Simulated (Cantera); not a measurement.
Feed: 1 mol toluene, 0.73 mol CO2, at 1 atm.

Method: chemical equilibrium by Gibbs-energy minimisation in Cantera with the NASA 1993 tables (ideal gas, pure condensed phases). Candidate condensed phases: C, C6H6, C7H8, C8H18, H2O; 110 gas species. Kinetics and transport are ignored.

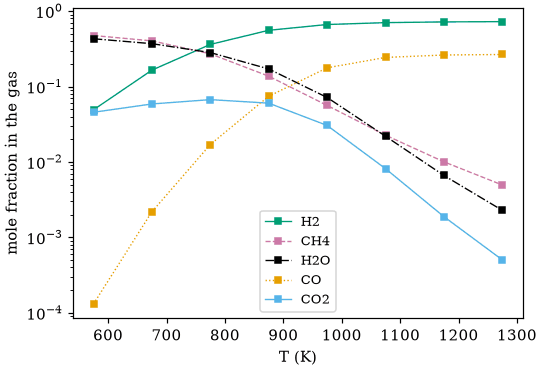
Fig. 1. Equilibrium gas composition (values under 1e-9 drawn at 1e-9)

Problem. Read off the mole fractions at 675 K.

Solution. CH4 about 0.40, H2O about 0.37, H2 about 0.17, CO2 about 0.059, CO about 0.0022.
